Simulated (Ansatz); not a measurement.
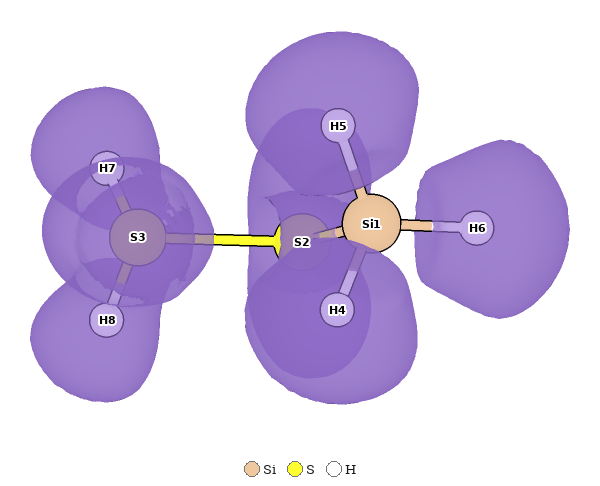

*H5S2Si (charge +1). Isosurface of the ELF at 0.75 (purple), seen at an oblique angle. Only the valence region is drawn (cores and ρ < 0.01 e/Å³ removed).*

Theory: Ansatz, RKS PBE0-D4/6-31G.

Input file:

```
crystal:
  periodic: [false, false, false]
  atoms:
    - { symbol: Si, position_ang: [-0.90851, 1.2363, -0.59609] }
    - { symbol: S, position_ang: [0.22533, 0.1913, 1.07152] }
    - { symbol: S, position_ang: [0.92528, -1.52806, 0.17384] }
    - { symbol: H, position_ang: [-1.90056, 0.22332, -0.929] }
    - { symbol: H, position_ang: [0.15071, 1.40258, -1.58204] }
    - { symbol: H, position_ang: [-1.33607, 2.39944, 0.1564] }
    - { symbol: H, position_ang: [2.22844, -1.48929, 0.56529] }
    - { symbol: H, position_ang: [0.61537, -2.43558, 1.14008] }
total_charge: 1
basis:
  gaussian: { orbitals: "6-31G" }
hamiltonian:
  xc: pbe0
  dispersion: d4
relax:
  f_tol: 0.015
  max_steps: 40
output:
  orbitals: {}
```

Launched as:

```sh
ansatz run input.yaml --threads 1 --pin off --max-ram 2048MiB --backend cpu --events-out ev --progress --plain --runs-dir out
```

The fields are those of the relaxed geometry.

> Identify the bonds, lone pairs and shells in this picture.

The ELF exceeds this value in three regions around hydrogen nuclei, one region on S in which the atom's valence shell and bonds are merged and one joined region spread over several atoms (H, S), in which their bonds and any lone pairs are merged. Along the contacts the grid gives the following. S–S (2.27 Å): the ELF peaks at about 0.85 between the atoms (a covalent bond). Si–S (2.33 Å): the ELF peaks at about 0.90 between the atoms, as expected for a covalent bond.
